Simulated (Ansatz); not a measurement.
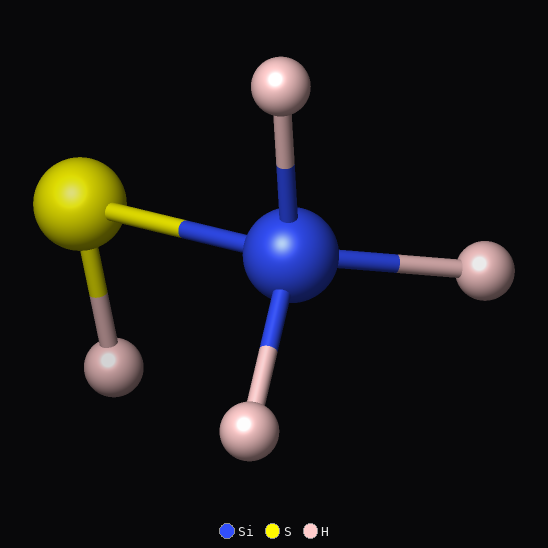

Identify the structure.

It has 6 atoms: 4 hydrogen, 1 sulfur and 1 silicon (H4SSi). This geometry has Cs symmetry. Coordination: 1 Si tetrahedral; 1 S bent.

The parts below concern this one geometry. Atoms keep their numbers from picture to picture. Computed geometry: PBE0-D4/def2-TZVP optimisation.

Thermal motion

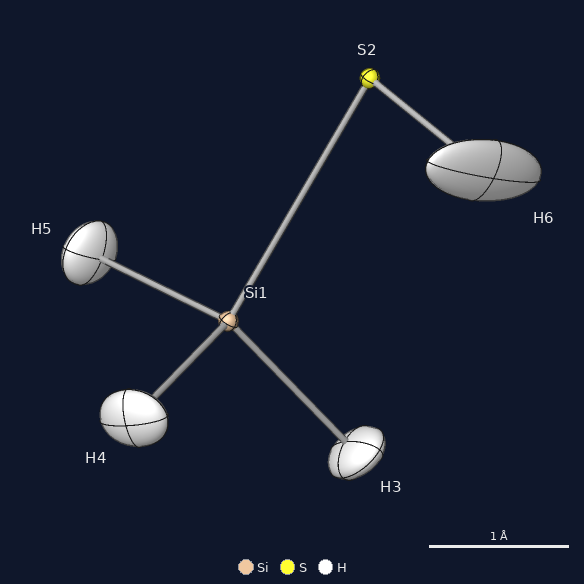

Displacement ellipsoids at the 50 % level, from the internal vibrations of the free molecule (harmonic, no overall translation or rotation; no half-axis is drawn under 0.075 Å). Vibrations computed with RKS PBE0-D4/def2-TZVP (Ansatz 0.2.0). Temperature: 298 K.

Which atom has the largest mean-square displacement?

H6, with U_eq = 0.0610 Å².

Does H6 move more along its bond or across it?

Across it: the root-mean-square amplitude is 0.078 Å along the bond and up to 0.389 Å across, since bending and torsion are softer than stretching.

Give the displacement parameters, one line for each set of equivalent atoms.

```json
{"atom": "Si1", "U_eq (Å²)": "0.00031", "rms amplitudes (Å)": "0.011, 0.011, 0.027"}
{"atom": "S2", "U_eq (Å²)": "0.00026", "rms amplitudes (Å)": "0.006, 0.013, 0.024"}
{"atom": "H3, H4", "U_eq (Å²)": "0.0200", "rms amplitudes (Å)": "0.086, 0.145, 0.178"}
{"atom": "H5", "U_eq (Å²)": "0.0200", "rms amplitudes (Å)": "0.085, 0.160, 0.165"}
{"atom": "H6", "U_eq (Å²)": "0.0610", "rms amplitudes (Å)": "0.077, 0.159, 0.389"}
```

Vibrations

Harmonic vibrations computed with RKS PBE0-D4/def2-TZVP (Ansatz 0.2.0) at a stationary point of the same level.

List the wavenumbers.

12 modes: 190, 515, 536, 625, 813, 924, 931, 960, 2229, 2233, 2254, 2710 cm⁻¹.

Charges

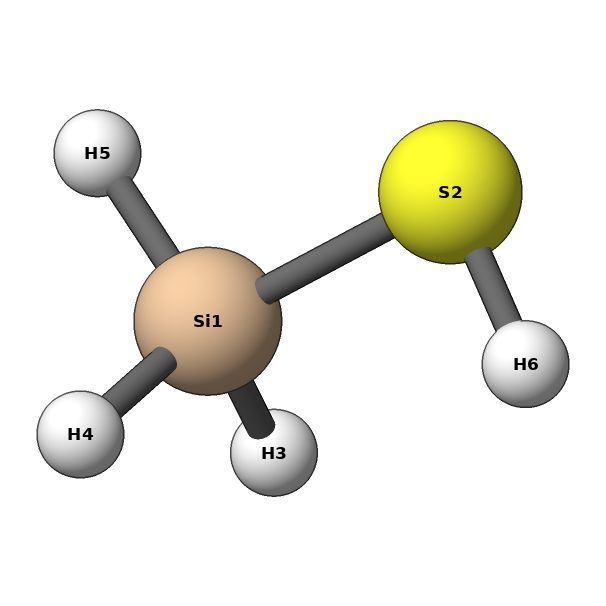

The questions are on Mulliken charges. Method: RKS PBE0-D4/def2-TZVP (Ansatz 0.2.0).

Which atom carries the highest charge (most positive or least negative)?

Si1 (0.18 e).

And the lowest?

S2 (−0.32 e).

List the Mulliken charges.

```csv
atom,value (e)
Si1,0.18
S2,−0.32
H3,−0.01
H4,−0.01
H5,−0.01
H6,0.17
```

Mulliken values depend strongly on the basis set and can even reverse the polarity of a bond.
